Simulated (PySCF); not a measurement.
# HNO2 (nitrous acid) at 6 levels

We compute a comparison of 6 runs (HF/3-21G, BHLYP/def2-TZVP, BLYP/def2-TZVP, PBE0/def2-TZVP, TPSS/def2-TZVP, SCS-MP2/def2-TZVP) of HNO2 (nitrous acid). The job is set up through a Python script.

The results are computed with PySCF 2.14.0.

2 further runs of the same task are left out: 2 set aside as unsound or not needed. Runs told in other sessions of the task aren't counted.

## 1. The structure to begin with

HNO2 has 4 atoms, charge 0, and is taken as a singlet. As SMILES, `O=NO`. The coordinates come from a GFN2-xTB relaxation.

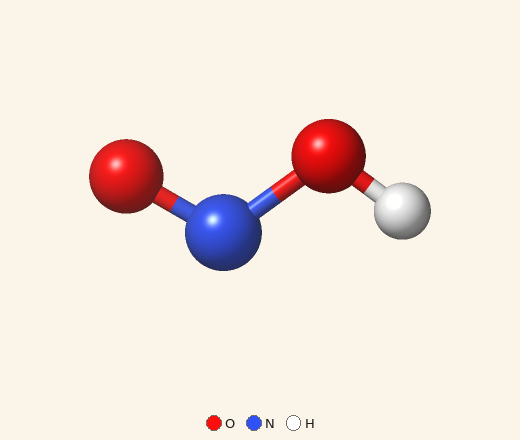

The structure, seen from a chosen angle (oxygen red, nitrogen blue, hydrogen white).

## 2. The energy at HF/3-21G (run 1)

File input.py:

```python
from pyscf import gto

system = gto.M(
    atom='''
O      0.802567     0.086342     2.780373
N      0.603408    -0.777471     0.731853
O     -0.675142     0.785956    -0.954992
H     -0.730814    -0.094826    -2.557234
''',
    basis='3-21g',
    verbose=3,
    max_memory=1860,
    unit='bohr',
)

mf = system.RHF()
mf.conv_tol = 1e-10
mf.kernel()
if not mf.converged:
    mf = mf.newton().run(mf.mo_coeff, mf.mo_occ)

e_final = mf.e_tot
print(f'total energy: {e_final:.8f} hartree')
```

Run with:

```console
$ OMP_NUM_THREADS=1 python input.py
```

What it wrote:

```text
converged SCF energy = -203.464024882262
total energy: -203.46402488 hartree
```

It took 1.2 s on 1 thread of Intel Xeon Platinum 8259CL at 2.50GHz (Skylake/Cascade Lake), shared host; peak memory 0.12 GiB.

## 3. A single-point energy at BHLYP/def2-TZVP (run 2)

File geometry.xyz:

```xyz
4
HNO2
O      0.424700     0.045690     1.471310
N      0.319310    -0.411420     0.387280
O     -0.357270     0.415910    -0.505360
H     -0.386730    -0.050180    -1.353230
```

File run.py:

```python
from pyscf import gto, dft

mol = gto.M(
    atom='geometry.xyz',
    basis='def2-tzvp',
    charge=0,
    verbose=4,
    max_memory=1860,
)

ks = dft.RKS(mol, xc='bhandhlyp')
ks.grids.level = 5
ks.conv_tol = 1e-10
ks.kernel()
if not ks.converged:
    ks = ks.newton().run(ks.mo_coeff, ks.mo_occ)

e_final = ks.e_tot
print('E = %.10f Eh' % e_final)
```

Run with:

```console
$ OMP_NUM_THREADS=1 python run.py
```

What it wrote:

```text
PySCF version 2.14.0

[... 74 lines left out ...]
converged SCF energy = -205.673754954812
E = -205.6737549548 Eh
```

Run time: 17 s. Hardware: 1 thread of Intel Xeon Platinum 8259CL at 2.50GHz (Skylake/Cascade Lake), shared host; peak memory 0.48 GiB.

Runs 3 to 5 aren't shown in full; the table further down has their settings and results.

## 4. A single-point energy at SCS-MP2/def2-TZVP (run 6)

File calc.py:

```python
from pyscf import gto, scf, mp

system = gto.M(
    atom='''
O      0.802567     0.086342     2.780373
N      0.603408    -0.777471     0.731853
O     -0.675142     0.785956    -0.954992
H     -0.730814    -0.094826    -2.557234
''',
    verbose=3,
    basis='def2-tzvp',
    max_memory=1860,
    unit='bohr',
)

myscf = scf.RHF(system)
myscf.conv_tol = 1e-10
myscf.kernel()
if not myscf.converged:
    myscf = myscf.newton().run(myscf.mo_coeff, myscf.mo_occ)

pt = mp.MP2(myscf, frozen=3).run()
e_final = myscf.e_tot + 1.2 * pt.e_corr_os + pt.e_corr_ss / 3
print('Final energy', e_final)
```

Run with:

```console
$ OMP_NUM_THREADS=1 python calc.py
```

What it wrote:

```text
converged SCF energy = -204.729249332918
E(RMP2) = -205.404063213874  E_corr = -0.674813880956812
E(SCS-RMP2) = -205.386215981571  E_corr = -0.656966648653436
Final energy -205.38621598157113
```

Run time: 4.5 s. Hardware: 1 thread of Intel Xeon Platinum 8259CL at 2.50GHz (Skylake/Cascade Lake), shared host; peak memory 0.24 GiB.

## 5. All runs side by side

| run | level | integration grid | frozen core orbitals | energy (Eh) | dipole moment (D) of the reference | HOMO energy (eV) | LUMO energy (eV) | wall time |
| --- | --- | --- | --- | --- | --- | --- | --- | --- |
| 1 | HF/3-21G | – | – | -203.464025 | 2.74 | -11.99 | 2.86 | 1.2 s |
| 2 | BHLYP/def2-TZVP | 5 | – | -205.673755 | 2.44 | -9.78 | -0.90 | 17 s |
| 3 | BLYP/def2-TZVP | 5 | – | -205.782343 | 2.29 | -6.34 | -3.33 | 16 s |
| 4 | PBE0/def2-TZVP | 5 | – | -205.575394 | 2.36 | -8.06 | -2.19 | 17 s |
| 5 | TPSS/def2-TZVP | 5 | – | -205.826334 | 2.30 | -6.47 | -3.26 | 26 s |
| 6 | SCS-MP2/def2-TZVP | – | 3 | -205.386216 | 2.55 | -12.42 | 2.60 | 4.5 s |

## 6. Summary of results

| quantity | value |
| --- | --- |
| run 6: total energy | -205.38622 Eh |
| run 6: dipole moment (Hartree–Fock density) | 2.55 D |
| run 6: HOMO energy (Hartree–Fock orbitals) | -12.42 eV |
| run 6: LUMO energy (Hartree–Fock orbitals) | 2.60 eV |
| run 6: HOMO–LUMO gap (Hartree–Fock orbitals) | 15.02 eV |
| run 6: correlation energy (3 core orbitals frozen) | -657.0 mEh |

**Reading.** Over runs 1, 2, 3, 4, 5 the dipole moment (its size) runs from 2.29 D (BLYP/def2-TZVP) to 2.74 D (HF/3-21G). The two ends differ in method and basis. Over runs 1, 2, 3, 4, 5 the HOMO–LUMO gap runs from 3.01 eV (BLYP/def2-TZVP) to 14.85 eV (HF/3-21G). Totals of different functionals can't be ranked against each other. All runs together took 82 s, the longest 26 s.
